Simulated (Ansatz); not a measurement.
# CH4BNO2: rigid torsion scan from a Python script

Wanted for CH4BNO2: a rigid torsion scan. SMILES: NB(O)C=O.

All numbers are computed with Ansatz 0.2.0, driven from Python. Level of theory: CAM-B3LYP/def2-SVP.

## (1) The structure

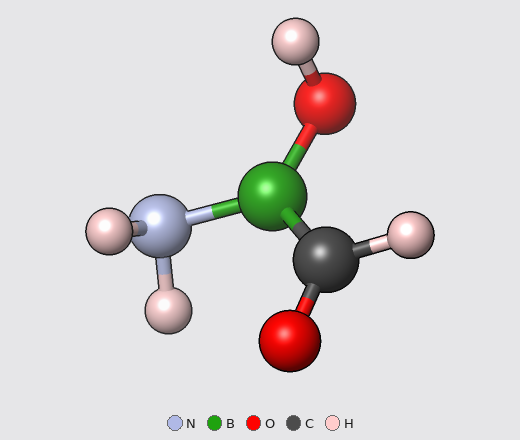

The starting structure, viewed from a chosen angle; nitrogen light blue, boron green, oxygen red, carbon dark grey, hydrogen pink.

No structure file is read: the coordinates are typed or built in the script.

## (2) Script

The input, run_torsion.py:

```python
# -*- coding: utf-8 -*-
"""Rigid torsion scan of CH4BNO2."""

import ansatz as az
from ase import Atoms

atoms = Atoms(["N", "B", "O", "C", "O", "H", "H", "H", "H"], positions=[
    (1.0262, -0.0438, -1.1153),
    (-0.0309, -0.405, -0.0568),
    (-0.1854, -1.805, 0.3105),
    (-0.8616, 0.6824, 0.6303),
    (-0.8436, 1.841, 0.3063),
    (0.4473, 0.5006, -1.8875),
    (1.6485, 0.7071, -0.6972),
    (0.533, -1.9079, 1.0584),
    (-1.645, 0.3843, 1.4342),
])

# start the scan from a relaxed geometry
first = az.Crystal.molecule_from_ase(atoms).calculation()
first = first.basis(gaussian="def2-SVP")
first = first.functional("CAM-B3LYP")
first = first.relax(force_tolerance=0.02, max_steps=80)
atoms.positions = first.run().report["positions_ang"]

start = atoms.get_dihedral(0, 1, 3, 4)
energies = {}
for turn in range(0, 360, 30):
    turned = atoms.copy()
    turned.set_dihedral(0, 1, 3, 4, start + turn, indices=[3, 4, 8])
    base = (
        az.Crystal.molecule_from_ase(turned).calculation()
        .basis(gaussian="def2-SVP")  # the orbital basis, by name
        .functional("CAM-B3LYP")
    )
    energies[round((start + turn) % 360)] = base.run().report["free_energy_ev"]
floor = min(energies.values())
print("dihedral N0-B1-C3-O4 (deg)   E - E(min) (kcal/mol)")
for angle, e in sorted(energies.items()):
    print(f"{angle:8d} {23.060548 * (e - floor):14.3f}  " + "#" * int(30 * (e - floor) / max(max(energies.values()) - floor, 1e-9)))
```

## (3) The calls as engine input

The package turns the script's settings into the engine's input (first run):

```yaml
crystal:
  periodic: [false, false, false]
  atoms:
    - { symbol: "N", position_ang: [1.0262, -0.0438, -1.1153] }
    - { symbol: B, position_ang: [-0.0309, -0.405, -0.0568] }
    - { symbol: O, position_ang: [-0.1854, -1.805, 0.3105] }
    - { symbol: C, position_ang: [-0.8616, 0.6824, 0.6303] }
    - { symbol: O, position_ang: [-0.8436, 1.841, 0.3063] }
    - { symbol: H, position_ang: [0.4473, 0.5006, -1.8875] }
    - { symbol: H, position_ang: [1.6485, 0.7071, -0.6972] }
    - { symbol: H, position_ang: [0.533, -1.9079, 1.0584] }
    - { symbol: H, position_ang: [-1.645, 0.3843, 1.4342] }
basis:
  gaussian:
    orbitals: def2-SVP
hamiltonian:
  xc: cam_b3lyp
relax:
  f_tol: 0.02
  max_steps: 80
```

## (4) Launch

On the command line:

```
$ python run_torsion.py
```

Log:

```text
dihedral N0-B1-C3-O4 (deg)   E - E(min) (kcal/mol)
       0          0.000
      30          1.512  #######
      60          3.992  #####################
      90          5.476  ############################
     120          5.679  ##############################
     150          4.920  #########################
     180          4.424  #######################
     210          4.921  #########################
     240          5.678  #############################
     270          5.471  ############################
     300          3.985  #####################
     330          1.504  #######
```

Run time: 93 s. Hardware: 1 thread of Arm Neoverse V1, shared host; peak memory 0.27 GiB.

## (5) The relaxation of run 0, step by step

Relaxation path:

```csv
step,E - E(step 1) (eV),largest force component (eV/Å)
1,0.0000,3.4306
2,-0.4379,2.1909
3,-0.9748,1.5492
4,-1.2990,1.2555
5,-1.5887,0.5426
6,-1.7468,0.8746
7,-1.9188,0.8000
8,-2.0603,1.4313
9,-2.1844,0.8519
10,-2.2478,0.3974
11,-2.2272,0.7916
12,-2.2620,0.0529
13,-2.2624,0.0799
14,-2.2627,0.0341
15,-2.2628,0.0044
```

Step 1 is the start. Step 11 was tried and not accepted.

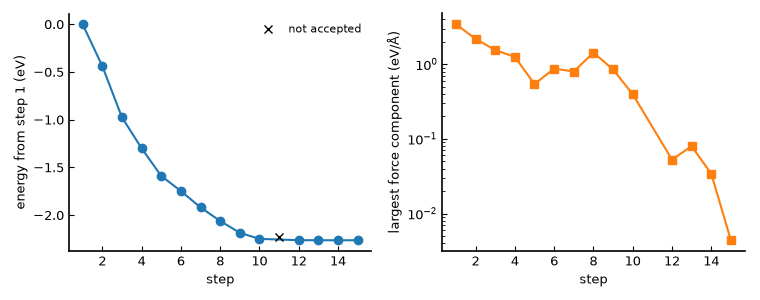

Energy and largest force along the relaxation.

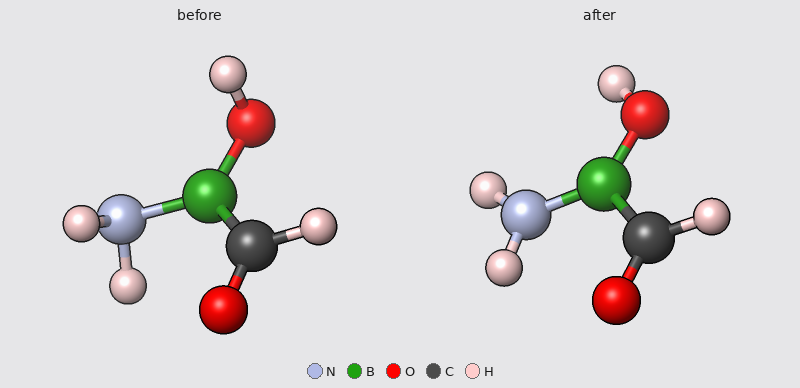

The structure before (left) and after (right) the relaxation, drawn at the same scale.

Before: Bond lengths: N1–B2 1.539 Å, B2–O3 1.456 Å, B2–C4 1.531 Å, C4–O5 1.203 Å, N1–H6 1.108 Å, N1–H7 1.061 Å, O3–H8 1.042 Å, C4–H9 1.161 Å. Angles: N1–B2–O3 118.2°, N1–B2–C4 121.0°, O3–B2–C4 120.8°, B2–N1–H6 103.6°, B2–N1–H7 107.3°, H6–N1–H7 103.5°, B2–O3–H8 101.7°, B2–C4–O5 123.7°, B2–C4–H9 119.6°, O5–C4–H9 116.3°.

After: Bond lengths: N1–B2 1.395 Å, B2–O3 1.362 Å, B2–C4 1.607 Å, C4–O5 1.212 Å, N1–H6 1.011 Å, N1–H7 1.015 Å, O3–H8 0.963 Å, C4–H9 1.124 Å. Angles: N1–B2–O3 127.3°, N1–B2–C4 115.4°, O3–B2–C4 117.2°, B2–N1–H6 127.3°, B2–N1–H7 117.4°, H6–N1–H7 115.2°, B2–O3–H8 115.4°, B2–C4–O5 121.3°, B2–C4–H9 119.3°, O5–C4–H9 119.4°.

Run 0 is this relaxation; the runs after it count from 1.

## (6) Run by run

From the records of these 12 runs:

```tsv
run	turn (°)	energy from run 1 (eV)	SCF cycles	CPU time (s)
1	0	0.0000	17	2.4
2	30	0.0656	18	2.4
3	60	0.1731	18	2.4
4	90	0.2375	17	2.4
5	120	0.2463	18	2.4
6	150	0.2133	18	2.4
7	180	0.1918	17	2.4
8	210	0.2134	18	2.4
9	240	0.2462	18	2.4
10	270	0.2373	17	2.4
11	300	0.1728	18	2.4
12	330	0.0652	18	2.4
```

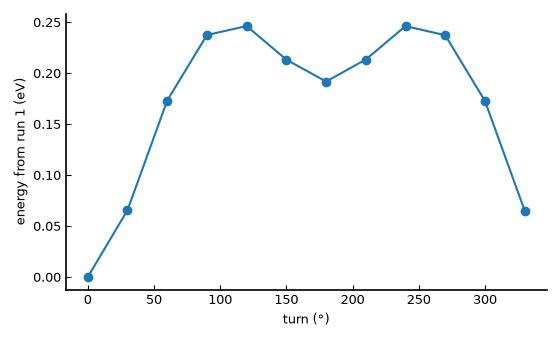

Energy against turn; lines join the points.

## (7) Results

| quantity | value |
| --- | --- |
| runs compared | 12 |
| range of energy | 0.246 eV |
| lowest point, turn (°) | 0 |

In words: The lowest point lies at a turn of 0°, the highest 0.246 eV (23.8 kJ/mol) above it at 120°. The grid can miss the true lowest and highest points, and the rest of the molecule is held rigid. Run 0: The relaxation took 13 moves; the largest shift is 1.463 Å, of atom 6 (H). So large a move can change the bonding: the results belong to the relaxed structure. The scan is rigid and the energies are electronic, in a modest basis. With rigid groups the curve can differ much from the relaxed path, the start wasn't checked as a minimum of this torsion, and equivalent turns needn't return to the same energy.
